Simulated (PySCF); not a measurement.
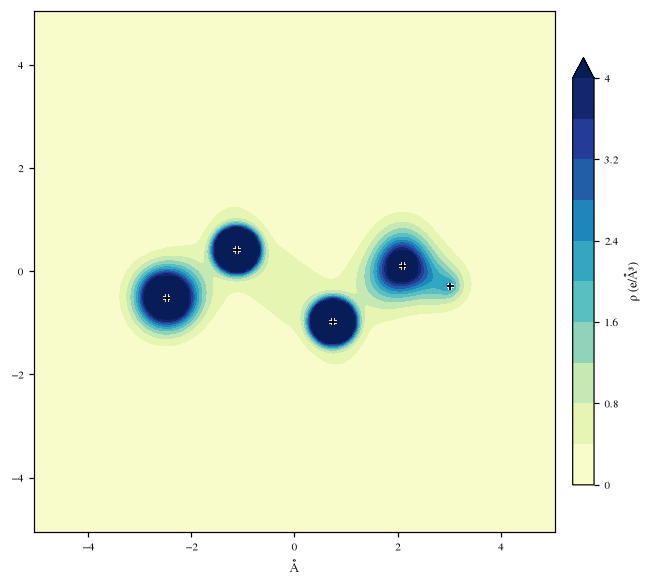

The total electron density on a plane through atoms (crosses mark nuclei in the plane).

These are results of PBE0/pcSseg-1, SCF density, gas phase, non-relativistic in PySCF, not measurements.

Candidates:
A. C4H11OPSi2
B. C6H14SSi (SMILES C=C[SiH2][C@H](C)SCC)
C. C3H15NOSi3

**Which system is this?**

Candidate C: C3H15NOSi3 on the plane of atoms O6, Si4 and Si7, which holds Si, O, N and H. Si–O (1.65 Å): the density is about 1.1 e/Å³ at the midpoint. Si–N (1.73 Å): the density is about 1.1 e/Å³ at the midpoint.
